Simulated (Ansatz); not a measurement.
# Σ3 (111) boundary in bcc Ta, starting shift (0.5, 0): structure and resistance, part 3 of 3

Wanted: what the Σ3 (111) boundary in bcc Ta, starting shift (0.5, 0) costs an interconnect.

Ansatz 0.2.0; Ansatz plane-wave DFT, PBE, PAW files; relaxation of a bicrystal slab with its lowest layers held (the session's first sound run).

So far. Step 3 (Transmission across the boundary): Over the solved energies the transmission per spin lies between 2.15 and 2.49, out of 4.30 channels of the lead on average (up to 4.51). The log calls the step of a lead's potential too much. Step 4 (Specific resistance): Averaged over the energies near the Fermi level, 54.3 % of the channels pass, which makes 0.476 fΩ m².

### 5. Single-crystal slab for reference

This step: Ansatz plane-wave DFT, PBE, PAW files; relaxation of a single-crystal slab with its lowest layers held (Ansatz 0.2.0).

System of this step: Ta slab, plane (1, 1, 1). The cell holds 20 atoms: 20 Ta. Cell: a = 4.671 Å, b = 4.671 Å, c = 29.114 Å, α = 90.0°, β = 90.0°, γ = 120.0°. It derives from Ta. Vacuum lies along c.

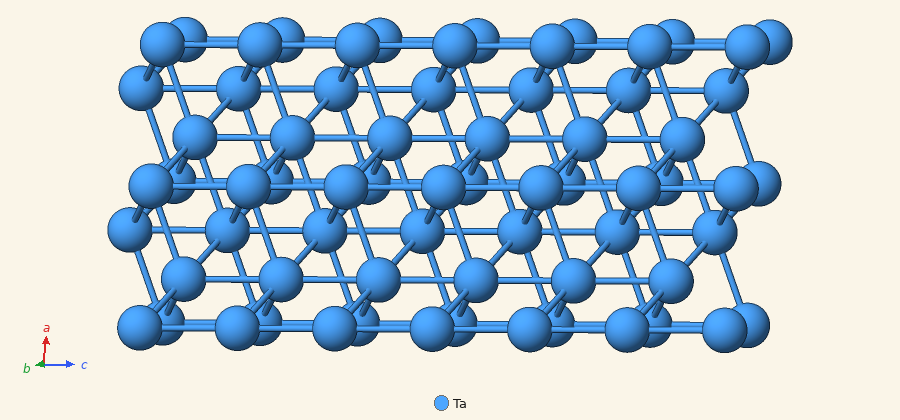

The cell of this step (tantalum blue). 2×1×1 cells are drawn. Some periodic images of atoms are drawn too.

input.yaml

```yaml
crystal:
  lattice:
    - [4.6705251426, 0.0, 0.0]
    - [-2.3352625713, 4.0447934225, 0.0]
    - [0.0, 0.0, 29.1139720975]
  atoms:
    - { symbol: Ta, position: [0.6666666667, 0.3333333335, 0.171738847] }
    - { symbol: Ta, position: [1.0e-10, 1.0e-10, 0.2044848753] }
    - { symbol: Ta, position: [0.3333333334, 0.6666666668, 0.2372309035] }
    - { symbol: Ta, position: [0.6666666667, 0.3333333335, 0.2699769317] }
    - { symbol: Ta, position: [1.0e-10, 1.0e-10, 0.30272296] }
    - { symbol: Ta, position: [0.3333333334, 0.6666666668, 0.3354689882] }
    - { symbol: Ta, position: [0.6666666667, 0.3333333334, 0.3682150165] }
    - { symbol: Ta, position: [0.0, 1.0e-10, 0.4009610447] }
    - { symbol: Ta, position: [0.3333333334, 0.6666666668, 0.4337070729] }
    - { symbol: Ta, position: [0.6666666667, 0.3333333334, 0.4664531012] }
    - { symbol: Ta, position: [0.0, 1.0e-10, 0.4991991294] }
    - { symbol: Ta, position: [0.3333333334, 0.6666666667, 0.5319451577] }
    - { symbol: Ta, position: [0.6666666667, 0.3333333334, 0.5646911859] }
    - { symbol: Ta, position: [0.0, 0.0, 0.5974372141] }
    - { symbol: Ta, position: [0.3333333334, 0.6666666667, 0.6301832424] }
    - { symbol: Ta, position: [0.6666666667, 0.3333333334, 0.6629292706] }
    - { symbol: Ta, position: [0.0, 0.0, 0.6956752989] }
    - { symbol: Ta, position: [0.3333333333, 0.6666666667, 0.7284213271] }
    - { symbol: Ta, position: [0.6666666667, 0.3333333333, 0.7611673553] }
    - { symbol: Ta, position: [0.0, 0.0, 0.7939133836] }
kpoints:
  mp_grid: { grid: [6, 6, 1] }
hamiltonian:
  xc: pbe
scf:
  occupations: { method: fermi_dirac, width: 0.1 }
relax:
  f_tol: 0.03
  max_steps: 80
  constraints: [{ sites: [0, 1, 2, 3] }]
```

The run is started by

```
$ ansatz run input.yaml --threads 4 --pin off --max-ram 15360MiB --backend cpu --events-out ev --progress --plain --runs-dir out
```

Numbers of over 12 decimals in the logs are rounded to 6 here.

Log:

```text
Warning: crystal.symmetry: narrowed to the stabiliser of the relax constraints — unitary ops 12 → 6; lowered at sites 0, 1, 2, 3, 16, 17, 18, 19 (the operations that carried what is held of a site onto what its image site leaves free; the constrained walk keeps no symmetry that its constraints do not admit)
[...]
Crystal: 20 atoms, lattice volume = 550.001 Å³
Basis set: ecut = 420 eV, 10783 PW (Γ), exchange–correlation on 64×64×400 points (8 copies of the dense FFT grid, shifted against one another)
Bands: 156, of which v1, the nominal top of the filled ones, is band 130 counted from 1 (129 counted from 0)
Symmetry: 6 space group operations
k-points: 7 of 36 (time reversal used)
[...]
SCF iter   1: F=—  HF=-198638.557260 eV  |F-HF|=—  |Δ(HF+E_count)|=         —  Δρ=1.05e-2  dr2=4.37e1  ethr=1.77e-3  ⟨swp⟩=8.7  Hψ=4929  notcnv=0
[...]
SCF iter   6: F=-198638.196001 eV  HF=-198638.196003 eV  |F-HF|=1.49e-6  |Δ(HF+E_count)|=   1.10e-6  Δρ=2.04e-5  dr2=5.36e-6  ethr=8.65e-9  ⟨swp⟩=5.0  Hψ=4139  notcnv=0
SCF 1 converged in 6 iterations: F = -198638.196001 eV  dr2 = 5.36e-6
[...]
relax step   1: F+E_penalty+E_count = -198638.19600110 eV  Δ(F+E_penalty+E_count) = +0.000e0 eV  max|allowed force component| = 1.852e0 eV/Å  Δτ_max = 0.0000 Å  (6 SCF iters, dr2 threshold 2.25e-5 eV, accepted)
[...]
SCF iter   6: F=-198638.537777 eV  HF=-198638.537829 eV  |F-HF|=5.21e-5  |Δ(HF+E_count)|=   2.84e-5  Δρ=4.50e-5  dr2=6.26e-5  ethr=3.85e-8  ⟨swp⟩=3.4  Hψ=4329  notcnv=0
SCF 2 converged in 6 iterations: F = -198638.537777 eV  dr2 = 6.26e-5
[...]
relax step   2: F+E_penalty+E_count = -198638.53777693 eV  Δ(F+E_penalty+E_count) = -3.418e-1 eV  max|allowed force component| = 6.018e-1 eV/Å  Δτ_max = 0.1914 Å  (6 SCF iters, dr2 threshold 1.00e-4 eV, accepted)
[...]
SCF iter   6: F=-198638.564311 eV  HF=-198638.564312 eV  |F-HF|=9.93e-7  |Δ(HF+E_count)|=   4.51e-7  Δρ=7.85e-6  dr2=1.32e-6  ethr=8.70e-9  ⟨swp⟩=5.0  Hψ=3542  notcnv=0
SCF 3 converged in 6 iterations: F = -198638.564311 eV  dr2 = 1.32e-6
relax step   3: F+E_penalty+E_count = -198638.56431126 eV  Δ(F+E_penalty+E_count) = -2.653e-2 eV  max|allowed force component| = 1.549e-1 eV/Å  Δτ_max = 0.0937 Å  (6 SCF iters, dr2 threshold 2.26e-5 eV, accepted)
[...]
relax step   4: F+E_penalty+E_count = -198638.57014557 eV  Δ(F+E_penalty+E_count) = -5.834e-3 eV  max|allowed force component| = 1.728e-2 eV/Å  Δτ_max = 0.0282 Å  (6 SCF iters, dr2 threshold 1.59e-6 eV, accepted)
[...]
SCF iter   3: F=-198638.570146 eV  HF=-198638.570146 eV  |F-HF|=3.80e-8  |Δ(HF+E_count)|=  8.15e-10  Δρ=1.91e-6  dr2=5.53e-8  ethr=3.85e-11  ⟨swp⟩=5.1  Hψ=4093  notcnv=0
SCF 5 converged in 3 iterations: F = -198638.570146 eV  dr2 = 5.53e-8
relax step   5: F+E_penalty+E_count = -198638.57014572 eV  Δ(F+E_penalty+E_count) = -1.488e-7 eV  max|allowed force component| = 1.722e-2 eV/Å  Δτ_max = 0.0000 Å  (3 SCF iters, accepted)
SCF converged after 3 iterations
Free energy (F): -198638.570146 eV
[...]
Internal energy: -198637.667180 eV  (E = F + TS)
E sigma→0 (E₀):  -198638.118663 eV
Entropy (-TS):   -0.902966 eV (-45.148 meV/atom)
Fermi energy:    11.071249 eV
[...]
--- Forces (eV/Å), atoms counted from 1 ---
  atom   1  Ta     0.00000000     0.00000000     1.83384969
  atom   2  Ta    -0.00000000    -0.00000000     0.09723585
  atom   3  Ta     0.00000000    -0.00000000    -1.29302148
  atom   4  Ta    -0.00000000     0.00000000    -0.63917975
  atom   5  Ta     0.00000000    -0.00000000     0.00039806
  atom   6  Ta     0.00000000    -0.00000000    -0.00269372
  atom   7  Ta     0.00000000     0.00000000    -0.00082371
  atom   8  Ta     0.00000000    -0.00000000     0.00437665
  atom   9  Ta     0.00000000     0.00000000    -0.00145605
  atom  10  Ta     0.00000000     0.00000000     0.00350407
  atom  11  Ta     0.00000000    -0.00000000     0.00697977
  atom  12  Ta    -0.00000000     0.00000000     0.00034895
  atom  13  Ta     0.00000000     0.00000000    -0.00970860
  atom  14  Ta     0.00000000    -0.00000000    -0.01721668
  atom  15  Ta     0.00000000     0.00000000     0.00856497
  atom  16  Ta     0.00000000     0.00000000    -0.00468402
  atom  17  Ta     0.00000000    -0.00000000     0.01695323
  atom  18  Ta     0.00000000     0.00000000     0.00716992
  atom  19  Ta     0.00000000     0.00000000    -0.00142513
  atom  20  Ta     0.00000000    -0.00000000    -0.00920987
  max |Σ_I F_I| component: 3.78e-5 eV/Å
--- Relaxed structure (5 steps of the walk, 5 accepted, 0 SCFs on fresh bases) ---
  F+E_penalty+E_count = -198638.57014572 eV   max|allowed force component| = 1.722e-2 eV/Å
  atoms:
    - { symbol: Ta, position: [0.666667, 0.333333, 0.171738847] }
    - { symbol: Ta, position: [-3.2193482669003983e-18, -8.083062496125673e-18, 0.204485] }
    - { symbol: Ta, position: [0.333333, 0.666667, 0.237231] }
    - { symbol: Ta, position: [0.666667, 0.333333, 0.2699769317] }
    - { symbol: Ta, position: [-1.84034207772708e-18, -6.704056306952355e-18, 0.301872] }
    - { symbol: Ta, position: [0.333333, 0.666667, 0.335375] }
    - { symbol: Ta, position: [0.666667, 0.333333, 0.369471] }
[...]
- { symbol: Ta, position: [0.333333, 0.666667, 0.434917] }
    - { symbol: Ta, position: [0.666667, 0.333333, 0.468272] }
[...]
- { symbol: Ta, position: [0.333333, 0.666667, 0.534340] }
    - { symbol: Ta, position: [0.666667, 0.333333, 0.567771] }
[...]
- { symbol: Ta, position: [0.333333, 0.666667, 0.634092] }
    - { symbol: Ta, position: [0.666667, 0.333333, 0.666477] }
[...]
- { symbol: Ta, position: [0.333333, 0.666667, 0.735814] }
    - { symbol: Ta, position: [0.666667, 0.333333, 0.762850] }
    - { symbol: Ta, position: [-1.840342097114127e-18, 2.5478022229741497e-18, 0.788215] }
```

Run time: 69 s. Hardware: 4 threads of Arm Neoverse V1, shared host; peak memory 1.8 GiB.

The steps of the relaxation:

| step | energy less that of the first step (eV) | largest force component (eV/Å) |
| --- | --- | --- |
| 1 | 0.0000 | 1.8521 |
| 2 | -0.3418 | 0.6018 |
| 3 | -0.3683 | 0.1549 |
| 4 | -0.3741 | 0.0173 |
| 5 | -0.3741 | 0.0172 |

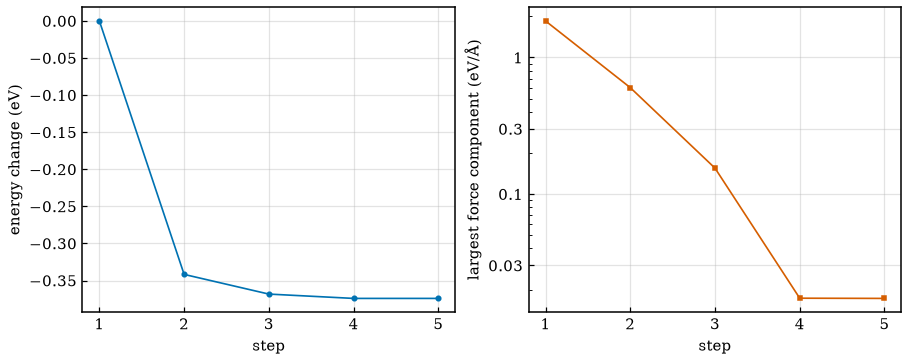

Energy and largest force along the relaxation.

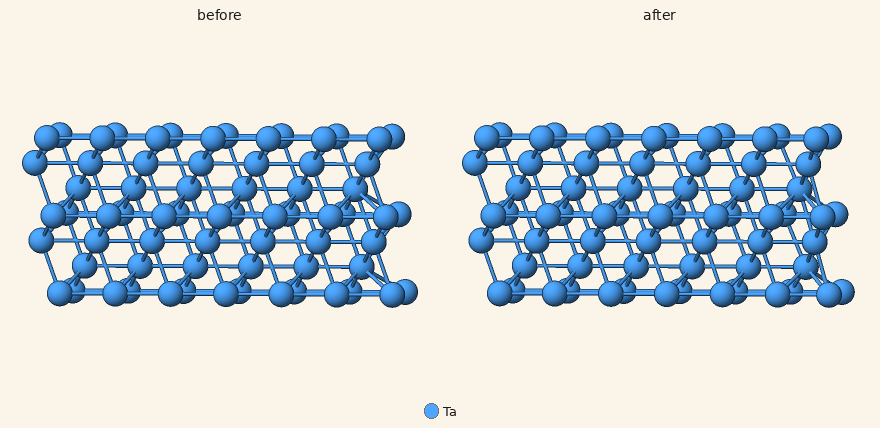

The structure before and after the relaxation, drawn at the same scale.

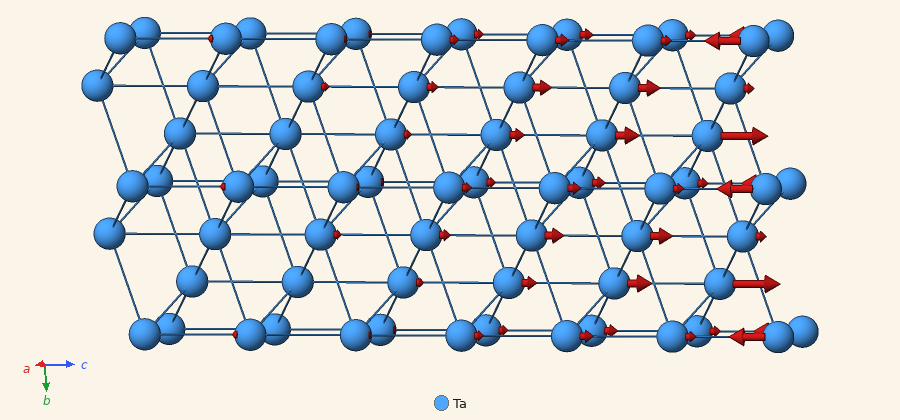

Displacements in the relaxation, exaggerated; the longest in the cell stands for 0.22 Å. 1×2×1 cells are drawn. Some periodic images of atoms are drawn too.

The atoms that moved most (Å):

| atom | dx | dy | dz | length |
| --- | --- | --- | --- | --- |
| Ta18 | 0.000 | 0.000 | 0.215 | 0.215 |
| Ta20 | 0.000 | 0.000 | -0.166 | 0.166 |
| Ta15 | 0.000 | 0.000 | 0.114 | 0.114 |
| Ta16 | 0.000 | 0.000 | 0.103 | 0.103 |
| Ta13 | 0.000 | 0.000 | 0.090 | 0.090 |
| Ta12 | 0.000 | 0.000 | 0.070 | 0.070 |
| Ta14 | 0.000 | 0.000 | 0.062 | 0.062 |
| Ta10 | 0.000 | 0.000 | 0.053 | 0.053 |

Final coordinates:

```cif
data_structure
_symmetry_space_group_name_H-M 'P 1'
_symmetry_Int_Tables_number 1
_cell_length_a 4.6705
_cell_length_b 4.6705
_cell_length_c 29.1140
_cell_angle_alpha 90.000
_cell_angle_beta 90.000
_cell_angle_gamma 120.000
_cell_volume 550.00
loop_
_atom_site_label
_atom_site_type_symbol
_atom_site_fract_x
_atom_site_fract_y
_atom_site_fract_z
_atom_site_occupancy
Ta1 Ta 0.66667 0.33333 0.17174 1
Ta2 Ta 0.00000 0.00000 0.20448 1
Ta3 Ta 0.33333 0.66667 0.23723 1
Ta4 Ta 0.66667 0.33333 0.26998 1
Ta5 Ta 0.00000 0.00000 0.30187 1
Ta6 Ta 0.33333 0.66667 0.33537 1
Ta7 Ta 0.66667 0.33333 0.36947 1
Ta8 Ta 0.00000 0.00000 0.40141 1
Ta9 Ta 0.33333 0.66667 0.43492 1
Ta10 Ta 0.66667 0.33333 0.46827 1
Ta11 Ta 0.00000 0.00000 0.50066 1
Ta12 Ta 0.33333 0.66667 0.53434 1
Ta13 Ta 0.66667 0.33333 0.56777 1
Ta14 Ta 0.00000 0.00000 0.59956 1
Ta15 Ta 0.33333 0.66667 0.63409 1
Ta16 Ta 0.66667 0.33333 0.66648 1
Ta17 Ta 0.00000 0.00000 0.69736 1
Ta18 Ta 0.33333 0.66667 0.73581 1
Ta19 Ta 0.66667 0.33333 0.76285 1
Ta20 Ta 0.00000 0.00000 0.78822 1
```

Numbers from this step:

| Quantity | Value |
| --- | --- |
| free energy | -198638.5701 eV |
| energy at zero smearing | -198638.1187 eV |
| Fermi energy | 11.07 eV |

The largest force component on a free atom ends at 0.017 eV/Å, under the tolerance of 0.03, after 5 steps.

### 6. Bulk reference

This step: Ansatz plane-wave DFT, PBE, PAW files; bulk reference (Ansatz 0.2.0).

System of this step: Ta. It takes space group Im-3m (No. 229, cubic). The conventional cell has a = 3.303 Å, b = 3.303 Å, c = 3.303 Å, α = 90.00°, β = 90.00°, γ = 90.00°. Nearest to Ta lie 8 Ta at 2.86 Å.

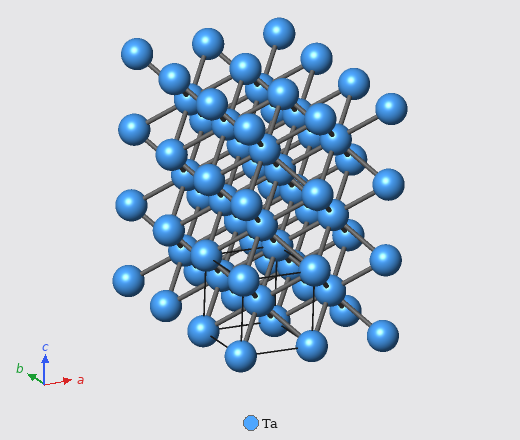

The cell of this step (tantalum blue). 2×3×3 conventional cells are drawn. Some periodic images of atoms are drawn too.

input.yaml, the sections that differ from step 5:

```yaml
crystal:
  lattice:
    - [-1.65128, 1.65128, 1.65128]
    - [1.65128, -1.65128, 1.65128]
    - [1.65128, 1.65128, -1.65128]
  atoms:
    - { symbol: Ta, position: [0.0, 0.0, 0.0] }
kpoints:
  mp_grid: { grid: [18, 18, 18] }
# hamiltonian, scf: as in step 5
# relax: removed
```

Log:

```text
[...]
Crystal: 1 atoms, lattice volume = 18.010 Å³
Basis set: ecut = 420 eV, 369 PW (Γ)
Bands: 11, of which v1, the nominal top of the filled ones, is band 7 counted from 1 (6 counted from 0)
Symmetry: 48 space group operations
[...]
k-points: 195 of 5832
[...]
SCF iter   1: F=—  HF=-9932.269993 eV  |F-HF|=—  |Δ(HF+E_count)|=         —  Δρ=2.11e-3  dr2=2.11e-4  ethr=1.77e-3  ⟨swp⟩=5.1  Hψ=12028  notcnv=0
[...]
SCF iter   6: F=-9932.269931 eV  HF=-9932.269931 eV  |F-HF|=5.46e-12  |Δ(HF+E_count)|=  9.02e-10  Δρ=3.94e-7  dr2=1.15e-11  ethr=2.00e-11  ⟨swp⟩=1.0  Hψ=5925  notcnv=0
SCF 1 converged in 6 iterations: F = -9932.269931 eV  dr2 = 1.15e-11
[...]
SCF converged after 6 iterations
Free energy (F): -9932.269931 eV
[...]
Internal energy: -9932.226965 eV  (E = F + TS)
E sigma→0 (E₀):  -9932.248448 eV
Entropy (-TS):   -0.042967 eV (-42.967 meV/atom)
Fermi energy:    18.658831 eV
[...]
```

The job ended after 0.59 s (4 threads; peak memory 0.28 GiB; 1.9 s of CPU time).

Numbers from this step:

```yaml
free_energy: -9932.2699 eV
energy_at_zero_smearing: -9932.2484 eV
fermi_energy: 18.66 eV
```

### 7. Boundary energy

This step: Ansatz plane-wave DFT, PBE, PAW files; bicrystal less single-crystal slab less bulk atoms, a boundary area (Ansatz 0.2.0).

Numbers from this step:

```yaml
excess_energy_of_the_cell: 1.864 eV
boundary_energy: 1.581 J/m²
```

The boundary costs 1.6 J/m².

By hand: 1.86 eV / 18.89 Å² × 16.02 = 1.58 J/m².

### 8. What came out

```
specific resistance of the boundary : 0.476 fΩ m²
share of channels that pass         : 0.543
boundary energy                     : 1.58 J/m²
```

The boundary has a specific resistance of 0.48 fΩ m² and an energy of 1.6 J/m². The boundary reflects 46 % of the channels; 0.48 fΩ m² is 4.8×10⁻¹² Ω·cm². That equals the resistance of 3.5 nm of bulk Ta at 300 K (measured 13.5 µΩ cm, CRC Handbook of Chemistry and Physics, 84th ed., 2003, Electrical Resistivity of Pure Metals). In the relaxation the upper grain slid sideways by about 1.2 Å, so the result belongs to the position that it found, not to the starting one. One starting structure was relaxed; another shift or atom count at the boundary may lie lower. Spin-orbit coupling is left out, which matters for Ta. A lead's potential steps by up to 32 meV from period to period, which the log calls too much, so longer leads could move the result.

[Logs are printed without paths, hosts, clocks, repeated set-up lines and the standing remarks that a program may print on its own settings, such as how far it seeks lower states.]

[Hosts, paths, dates, database ids (printed as entryN), source tags and the programs' standing remarks are cut or masked in the printed files.]
